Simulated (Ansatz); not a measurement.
Process, species as SMILES: N#[N+][O-] → 2 N atom + O atom
B3LYP-D3(BJ)/def2-TZVP geometries, fixed; electronic energies without zero-point terms.
Largest species:
```xyz
3

N      0.0000     0.0000    -1.1943
N      0.0000     0.0000    -0.0734
O      0.0000     0.0000     1.1093
```

Basis-set convergence of the atomisation energy at PBE0 with Ansatz (a first-principles code). All functions are spherical. The program fits the integrals of some runs and decomposes those of others, by size. Open shells are unrestricted. No added dispersion term, no relativity. Functions are those of the species that has most. Reference: the value in aug-pcseg-3, 276.41 kcal/mol, itself unsure by roughly 0.26 kcal/mol (its mean distance from aug-cc-pVQZ, cc-pV5Z, def2-QZVPPD). Deviations are taken from unrounded values.

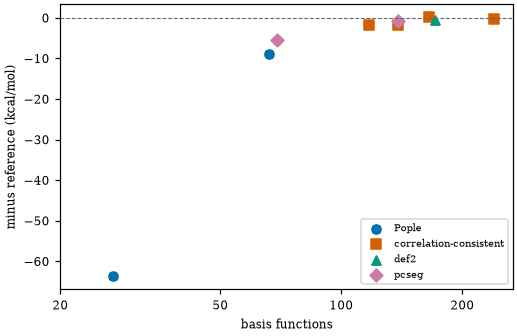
Deviation from the reference against the number of basis functions, by family of sets.

```csv
basis,functions,atomisation energy (kcal/mol),minus reference (kcal/mol)
3-21G,27,212.68,-63.73
6-311+G**,66,267.51,-8.90
aug-pcseg-1,69,270.95,-5.45
jun-cc-pV(T+d)Z,117,274.71,-1.69
aug-cc-pVTZ,138,274.76,-1.64
aug-pcseg-2,138,275.69,-0.71
cc-pVQZ,165,276.57,0.17
def2-QZVPP,171,275.84,-0.57
aug-cc-pVQZ,240,276.24,-0.16
```
